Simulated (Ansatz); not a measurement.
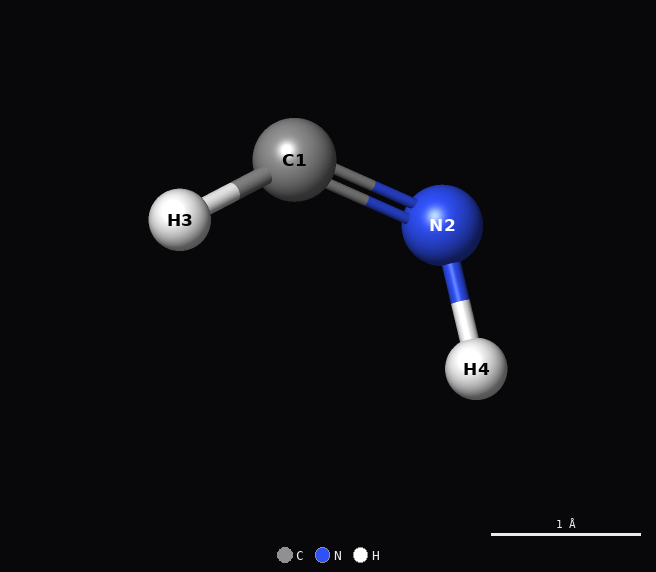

Figure made from data computed with Ansatz.

The species is neutral and a spin doublet. Geometry: atoms displaced at random (about 0.02 Å) from a stationary point of PBE0-D4.

What is the geometry at C1?

Answer. C1 has 2 neighbours (N2 at 1.22, H3 at 1.08 Å); the arrangement is bent.

How are the neighbours of atom 2 arranged?

Answer. N2 has 2 neighbours (C1 at 1.22, H4 at 0.99 Å); the arrangement is bent.
